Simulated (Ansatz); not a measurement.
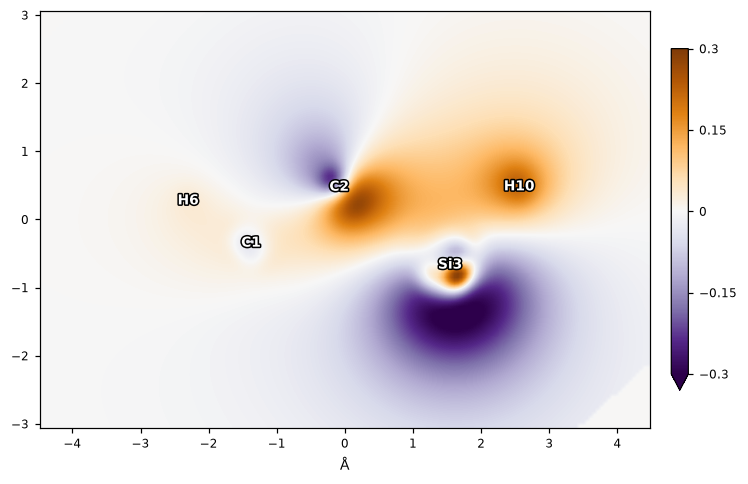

*C₂H₇Si (charge −1). The HOMO on the plane of atoms C2, C1 and H6 (values in Å⁻³ᐟ²; the overall sign is arbitrary).*

Geometry: B3LYP-D3(BJ)/def2-SVPD; the highest occupied orbital lies above zero, a sign that basis and functional describe the outermost electron poorly.

Level of theory: isolated molecule in a Gaussian basis; Kohn-Sham density functional theory, functional PBE0 (Ansatz 0.2.0).

```yaml
atoms:
  - { symbol: C, position_ang: [-0.4762, -0.4008, -1.6002] }
  - { symbol: C, position_ang: [-1.0164, 1.0114, -1.3492] }
  - { symbol: Si, position_ang: [-0.8625, 1.5656, 0.5571] }
  - { symbol: H, position_ang: [0.6004, -0.4520, -1.3643] }
  - { symbol: H, position_ang: [-0.9774, -1.1324, -0.9435] }
  - { symbol: H, position_ang: [-0.6017, -0.7441, -2.6457] }
  - { symbol: H, position_ang: [-2.0869, 1.0450, -1.6259] }
  - { symbol: H, position_ang: [-0.5019, 1.7248, -2.0181] }
  - { symbol: H, position_ang: [0.6608, 1.8755, 0.5122] }
  - { symbol: H, position_ang: [-1.2666, 3.0485, 0.3338] }
```

What is the character of this orbital?

By Hirshfeld shares it lies mainly on Si3 (about 75 %), C2 (about 5 %) and H9 (about 5 %). Its energy is 0.22 eV.
